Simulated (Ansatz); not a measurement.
**Geometry relaxation of C₆H₁₄Cl₂Ge (part 2 of 2)**

C₆H₁₄Cl₂Ge (Ge(iPr)2Cl2); RKS PBE-D4/def2-SVP (Ansatz 0.2.0). The geometry: GFN2-xTB start.

Geometry of the input (Å):
```
Ge -0.7198  0.0218  -0.4973
C  -0.8736  0.2403  1.5468
C  -0.0798  -0.8512  2.2466
C  -2.3320  0.2376  1.9712
H  -0.4350  1.2141  1.7770
H  0.9685  -0.8213  1.9539
H  -0.4800  -1.8320  1.9969
H  -0.1374  -0.7239  3.3272
H  -2.4160  0.4169  3.0425
H  -2.8862  1.0157  1.4481
H  -2.7930  -0.7227  1.7465
C  1.1638  -0.2072  -1.3027
C  2.0280  0.9932  -0.9515
C  1.0759  -0.4181  -2.8043
H  1.5796  -1.1042  -0.8374
H  2.1005  1.1223  0.1275
H  1.6073  1.9019  -1.3785
H  3.0335  0.8619  -1.3496
H  2.0666  -0.5929  -3.2221
H  0.4488  -1.2778  -3.0360
H  0.6491  0.4592  -3.2877
Cl -1.6452  1.7271  -1.4284
Cl -1.9234  -1.6607  -1.0888
```

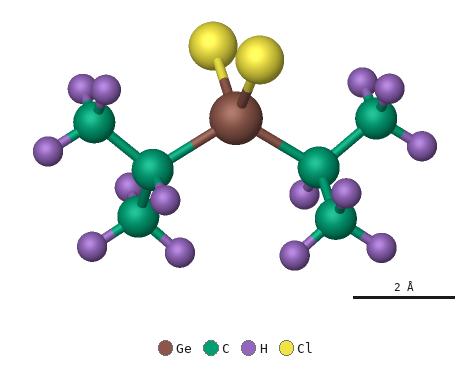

The geometry at step 5 of the log (ball-and-stick view, seen on its broad side).

**Trajectory as extended XYZ (Å, eV, eV/Å), 8 frames, from step=1 to step=8**
```
23
Properties=species:S:1:pos:R:3:forces:R:3 step=1 energy=-87970.21138
Ge   -0.7198    0.0218   -0.4973    1.4048   0.0164   1.0159
C    -0.8736    0.2403    1.5468   -0.1778  -0.5077  -0.8122
C    -0.0798   -0.8512    2.2466   -0.1034   0.3991  -0.5005
C    -2.3320    0.2376    1.9712    0.4067   0.1373  -0.4193
H    -0.4350    1.2141    1.7770    0.3047   0.6040  -0.0793
H     0.9685   -0.8213    1.9539    0.7112  -0.0918  -0.0838
H    -0.4800   -1.8320    1.9969   -0.2047  -0.6980  -0.0981
H    -0.1374   -0.7239    3.3272   -0.0108   0.0336   0.7061
H    -2.4160    0.4169    3.0425   -0.0767   0.1077   0.7047
H    -2.8862    1.0157    1.4481   -0.4421   0.4436  -0.2529
H    -2.7930   -0.7227    1.7465   -0.3688  -0.5827  -0.1266
C     1.1638   -0.2072   -1.3027   -0.8526   0.4603   0.0365
C     2.0280    0.9932   -0.9515   -0.4946  -0.3913   0.1346
C     1.0759   -0.4181   -2.8043   -0.2577  -0.0786   0.5403
H     1.5796   -1.1042   -0.8374    0.0701  -0.5507   0.3856
H     2.1005    1.1223    0.1275    0.1516   0.1923   0.6734
H     1.6073    1.9019   -1.3785   -0.2020   0.6415  -0.2452
H     3.0335    0.8619   -1.3496    0.6699  -0.0410  -0.2405
H     2.0666   -0.5929   -3.2221    0.6492  -0.1016  -0.2980
H     0.4488   -1.2778   -3.0360   -0.3670  -0.5016  -0.2641
H     0.6491    0.4592   -3.2877   -0.2705   0.5240  -0.3828
Cl   -1.6452    1.7271   -1.4284   -0.2131   0.5852  -0.2772
Cl   -1.9234   -1.6607   -1.0888   -0.3266  -0.6001  -0.1168
23
Properties=species:S:1:pos:R:3:forces:R:3 step=2 energy=-87970.44167
Ge   -0.6800    0.0159   -0.4705    0.3786  -0.0153   0.2660
C    -0.8505    0.2220    1.5163   -0.0027  -0.0412  -0.5974
C    -0.0414   -0.8763    2.2079   -0.1607   0.1549  -0.0389
C    -2.3262    0.2609    1.9130    0.2091  -0.0208   0.0398
H    -0.3850    1.2119    1.6914    0.0549   0.1296   0.1042
H     1.0227   -0.8636    1.9154    0.1781   0.0008  -0.0348
H    -0.4480   -1.8755    1.9741   -0.0592  -0.1867  -0.0370
H    -0.0882   -0.7463    3.3039    0.0193  -0.0200   0.2176
H    -2.4225    0.4471    2.9977   -0.0547   0.0289   0.2054
H    -2.8750    1.0567    1.3816   -0.0601   0.1242  -0.0865
H    -2.8207   -0.7001    1.6893   -0.0878  -0.1463  -0.0476
C     1.1432   -0.1946   -1.2769   -0.5779   0.0745   0.1899
C     1.9953    1.0182   -0.8992   -0.0628  -0.1793  -0.1227
C     1.0251   -0.4348   -2.7815    0.1099   0.0438   0.1758
H     1.5248   -1.1051   -0.7751    0.1259  -0.1366   0.0362
H     2.0731    1.1566    0.1930    0.0253   0.0207   0.1841
H     1.5771    1.9441   -1.3303   -0.0684   0.1698  -0.0609
H     3.0195    0.8978   -1.2951    0.2128   0.0235  -0.0536
H     2.0246   -0.6153   -3.2161    0.1775  -0.0284  -0.1202
H     0.3908   -1.3074   -3.0107   -0.0986  -0.1282  -0.0139
H     0.5903    0.4440   -3.2883   -0.0811   0.1438  -0.0896
Cl   -1.5781    1.7763   -1.4096   -0.0967   0.1006  -0.0609
Cl   -1.8709   -1.7325   -1.0304   -0.0805  -0.1124  -0.0549
23
Properties=species:S:1:pos:R:3:forces:R:3 step=3 energy=-87970.46555
Ge   -0.6757    0.0055   -0.4676   -0.0003   0.0118  -0.0054
C    -0.8403    0.2268    1.4945   -0.0089   0.0132  -0.0307
C    -0.0487   -0.8785    2.2010    0.0274  -0.0201   0.0253
C    -2.3124    0.2745    1.9100   -0.0335   0.0184   0.0173
H    -0.3665    1.2157    1.6889   -0.0050  -0.0259  -0.0046
H     1.0265   -0.8709    1.9254   -0.0065  -0.0109   0.0072
H    -0.4552   -1.8825    1.9570    0.0056   0.0078   0.0015
H    -0.1073   -0.7574    3.3047   -0.0023  -0.0040  -0.0250
H    -2.4059    0.4425    3.0052    0.0098  -0.0072  -0.0304
H    -2.8562    1.0903    1.3922    0.0051  -0.0123   0.0063
H    -2.8244   -0.6803    1.6681    0.0057   0.0247   0.0030
C     1.1271   -0.2005   -1.2636   -0.0270  -0.0148   0.0033
C     1.9838    1.0162   -0.8980    0.0295   0.0269   0.0195
C     1.0288   -0.4350   -2.7724    0.0080  -0.0215  -0.0384
H     1.5335   -1.1123   -0.7697   -0.0045   0.0180  -0.0106
H     2.0812    1.1514    0.1996    0.0061   0.0062  -0.0066
H     1.5501    1.9487   -1.3162    0.0084  -0.0102   0.0107
H     3.0109    0.9114   -1.3112   -0.0296  -0.0020   0.0100
H     2.0381   -0.5931   -3.2117   -0.0288   0.0097   0.0199
H     0.4098   -1.3241   -3.0073    0.0045   0.0152  -0.0051
H     0.5724    0.4399   -3.2810    0.0048  -0.0165   0.0062
Cl   -1.6003    1.7648   -1.4114    0.0043  -0.0427   0.0032
Cl   -1.8694   -1.7532   -1.0364    0.0270   0.0360   0.0235
23
Properties=species:S:1:pos:R:3:forces:R:3 step=4 energy=-87970.46665
Ge   -0.6731    0.0028   -0.4668   -0.0173  -0.0008  -0.0131
C    -0.8380    0.2226    1.4926    0.0046   0.0254   0.0006
C    -0.0509   -0.8857    2.2013    0.0066  -0.0183   0.0101
C    -2.3098    0.2819    1.9086   -0.0136   0.0051   0.0071
H    -0.3581    1.2082    1.6866    0.0012  -0.0074   0.0057
H     1.0252   -0.8832    1.9289   -0.0090  -0.0026  -0.0003
H    -0.4602   -1.8884    1.9571    0.0013   0.0046  -0.0013
H    -0.1119   -0.7640    3.3043   -0.0032  -0.0007  -0.0105
H    -2.4007    0.4492    3.0034    0.0051  -0.0023  -0.0104
H    -2.8478    1.1019    1.3919    0.0072  -0.0050   0.0019
H    -2.8298   -0.6680    1.6663    0.0020   0.0102   0.0003
C     1.1265   -0.1981   -1.2641    0.0014  -0.0128   0.0056
C     1.9807    1.0207   -0.8962    0.0163   0.0170   0.0015
C     1.0289   -0.4350   -2.7730    0.0044   0.0004  -0.0172
H     1.5364   -1.1082   -0.7708   -0.0008   0.0064  -0.0036
H     2.0808    1.1549    0.2012   -0.0015  -0.0040  -0.0064
H     1.5444    1.9531   -1.3115    0.0040  -0.0046   0.0049
H     3.0064    0.9191   -1.3116   -0.0093  -0.0008   0.0031
H     2.0386   -0.5876   -3.2111   -0.0091   0.0037   0.0072
H     0.4144   -1.3269   -3.0081    0.0023   0.0085   0.0029
H     0.5681    0.4367   -3.2827    0.0017  -0.0059   0.0028
Cl   -1.6063    1.7509   -1.4182   -0.0033  -0.0135   0.0008
Cl   -1.8638   -1.7571   -1.0278    0.0091  -0.0027   0.0082
23
Properties=species:S:1:pos:R:3:forces:R:3 step=5 energy=-87970.46770
Ge   -0.6720   -0.0064   -0.4666    0.0002   0.0003   0.0009
C    -0.8331    0.2197    1.4908    0.0039   0.0087   0.0231
C    -0.0584   -0.8983    2.2001   -0.0101  -0.0079  -0.0033
C    -2.3044    0.2978    1.9077    0.0075  -0.0024  -0.0056
H    -0.3410    1.1986    1.6863    0.0039   0.0028   0.0006
H     1.0183   -0.9066    1.9309   -0.0068   0.0026  -0.0046
H    -0.4768   -1.8965    1.9535   -0.0034   0.0027  -0.0036
H    -0.1215   -0.7770    3.3025   -0.0016   0.0007   0.0059
H    -2.3913    0.4636    3.0023   -0.0025   0.0022   0.0099
H    -2.8316    1.1254    1.3927    0.0058   0.0024  -0.0006
H    -2.8372   -0.6442    1.6637    0.0002  -0.0021   0.0004
C     1.1269   -0.1955   -1.2646    0.0249   0.0051  -0.0051
C     1.9760    1.0276   -0.8949   -0.0093   0.0003  -0.0041
C     1.0303   -0.4318   -2.7741   -0.0021   0.0119   0.0051
H     1.5436   -1.1032   -0.7734   -0.0020  -0.0041   0.0029
H     2.0792    1.1589    0.2024   -0.0043  -0.0079  -0.0019
H     1.5342    1.9593   -1.3054   -0.0005   0.0004  -0.0016
H     3.0002    0.9323   -1.3138    0.0082  -0.0010  -0.0037
H     2.0410   -0.5755   -3.2113    0.0078  -0.0024  -0.0066
H     0.4228   -1.3280   -3.0098    0.0002  -0.0016   0.0038
H     0.5623    0.4358   -3.2831   -0.0003   0.0046   0.0004
Cl   -1.6225    1.7259   -1.4260   -0.0126   0.0018  -0.0088
Cl   -1.8449   -1.7819   -1.0098   -0.0071  -0.0173  -0.0036
23
Properties=species:S:1:pos:R:3:forces:R:3 step=6 energy=-87970.46844
Ge   -0.6654   -0.0277   -0.4629   -0.0420  -0.0030  -0.0397
C    -0.8221    0.2150    1.4934   -0.0094  -0.0103   0.0263
C    -0.0783   -0.9257    2.2024   -0.0194   0.0122  -0.0189
C    -2.2919    0.3326    1.9097    0.0307  -0.0071  -0.0303
H    -0.3024    1.1800    1.6890   -0.0053  -0.0090  -0.0024
H     0.9986   -0.9610    1.9355   -0.0101   0.0026  -0.0006
H    -0.5216   -1.9122    1.9514   -0.0015   0.0152  -0.0022
H    -0.1419   -0.8047    3.3045    0.0030   0.0006   0.0153
H    -2.3738    0.4992    3.0042   -0.0066   0.0042   0.0197
H    -2.7958    1.1748    1.3946    0.0069  -0.0050   0.0034
H    -2.8505   -0.5945    1.6646    0.0098   0.0046   0.0035
C     1.1336   -0.1900   -1.2678    0.0239   0.0305  -0.0102
C     1.9702    1.0417   -0.8943   -0.0290  -0.0243  -0.0053
C     1.0357   -0.4203   -2.7786   -0.0102   0.0129   0.0266
H     1.5624   -1.0948   -0.7819    0.0012  -0.0064   0.0023
H     2.0767    1.1654    0.2034    0.0006  -0.0032   0.0032
H     1.5165    1.9714   -1.2958   -0.0028  -0.0002  -0.0070
H     2.9932    0.9600   -1.3187    0.0133   0.0035  -0.0043
H     2.0471   -0.5486   -3.2184    0.0124  -0.0059  -0.0120
H     0.4391   -1.3231   -3.0159    0.0010  -0.0065   0.0001
H     0.5545    0.4431   -3.2825    0.0001   0.0052   0.0035
Cl   -1.6755    1.6516   -1.4576    0.0228   0.0131   0.0197
Cl   -1.8083   -1.8320   -0.9783    0.0105  -0.0239   0.0095
23
Properties=species:S:1:pos:R:3:forces:R:3 step=7 energy=-87970.46881
Ge   -0.6649   -0.0393   -0.4646    0.0037   0.0050   0.0057
C    -0.8197    0.2108    1.4914   -0.0058  -0.0105   0.0441
C    -0.0889   -0.9356    2.2048   -0.0107   0.0112  -0.0239
C    -2.2876    0.3449    1.9094    0.0227  -0.0051  -0.0373
H    -0.2897    1.1707    1.6846   -0.0064  -0.0079  -0.0055
H     0.9875   -0.9835    1.9374   -0.0118  -0.0008   0.0021
H    -0.5435   -1.9174    1.9557    0.0031   0.0152   0.0003
H    -0.1509   -0.8109    3.3067    0.0017   0.0036   0.0069
H    -2.3672    0.5156    3.0038   -0.0024   0.0021   0.0089
H    -2.7831    1.1907    1.3920    0.0041  -0.0079   0.0061
H    -2.8555   -0.5776    1.6677    0.0087   0.0079   0.0061
C     1.1349   -0.1887   -1.2714    0.0294   0.0162  -0.0067
C     1.9646    1.0464   -0.8954   -0.0217  -0.0165  -0.0030
C     1.0376   -0.4150   -2.7826   -0.0132   0.0074   0.0174
H     1.5696   -1.0925   -0.7887   -0.0036  -0.0026   0.0019
H     2.0713    1.1672    0.2026    0.0012  -0.0002  -0.0001
H     1.5049    1.9745   -1.2942   -0.0007  -0.0026  -0.0031
H     2.9878    0.9721   -1.3212    0.0047   0.0023  -0.0013
H     2.0493   -0.5369   -3.2244    0.0032  -0.0035  -0.0057
H     0.4456   -1.3206   -3.0218    0.0034  -0.0040  -0.0026
H     0.5510    0.4475   -3.2830    0.0022   0.0016   0.0012
Cl   -1.6717    1.6456   -1.4549   -0.0029  -0.0231   0.0076
Cl   -1.7814   -1.8680   -0.9537   -0.0090   0.0120  -0.0188
23
Properties=species:S:1:pos:R:3:forces:R:3 step=8 energy=-87970.46920
Ge   -0.6645   -0.0375   -0.4640   -0.0005   0.0108  -0.0002
C    -0.8208    0.2116    1.4925   -0.0056  -0.0186   0.0164
C    -0.0841   -0.9290    2.2069   -0.0090   0.0093  -0.0091
C    -2.2894    0.3374    1.9080    0.0146  -0.0023  -0.0147
H    -0.2970    1.1749    1.6840   -0.0001  -0.0004  -0.0051
H     0.9919   -0.9728    1.9383   -0.0024  -0.0010   0.0002
H    -0.5347   -1.9129    1.9605   -0.0005   0.0019   0.0005
H    -0.1450   -0.8024    3.3088    0.0013   0.0003   0.0054
H    -2.3717    0.5107    3.0019   -0.0023   0.0013   0.0060
H    -2.7900    1.1783    1.3880    0.0020  -0.0019   0.0011
H    -2.8505   -0.5893    1.6684    0.0008   0.0007   0.0029
C     1.1356   -0.1907   -1.2704    0.0076   0.0054  -0.0003
C     1.9664    1.0432   -0.8953   -0.0116  -0.0102  -0.0031
C     1.0360   -0.4171   -2.7812   -0.0025   0.0041   0.0090
H     1.5681   -1.0953   -0.7873    0.0013  -0.0031   0.0009
H     2.0725    1.1656    0.2025    0.0005  -0.0005   0.0011
H     1.5081    1.9710   -1.2961   -0.0014   0.0011  -0.0019
H     2.9900    0.9672   -1.3201    0.0048   0.0016  -0.0014
H     2.0468   -0.5422   -3.2242    0.0037  -0.0016  -0.0047
H     0.4414   -1.3211   -3.0201    0.0008  -0.0026  -0.0010
H     0.5518    0.4469   -3.2811   -0.0004   0.0025  -0.0007
Cl   -1.6655    1.6548   -1.4452   -0.0028  -0.0019  -0.0034
Cl   -1.7954   -1.8513   -0.9747    0.0015   0.0049   0.0021
```

**Results in brief**

- outcome: converged
- total energy: −87970.4692 eV
- mean-field energy: −87969.7554 eV
- dispersion energy: −0.7138 eV
- HOMO: −6.46 eV
- LUMO: −0.88 eV
- largest force (length of the vector) at the end: 0.025 eV/Å
- dipole moment: 3.11 D
- hardware: 4 threads of Arm Neoverse V1, 23 GiB of memory available, shared host
- wall time: 27 s (CPU time 99 s)
- peak memory: 0.41 GiB
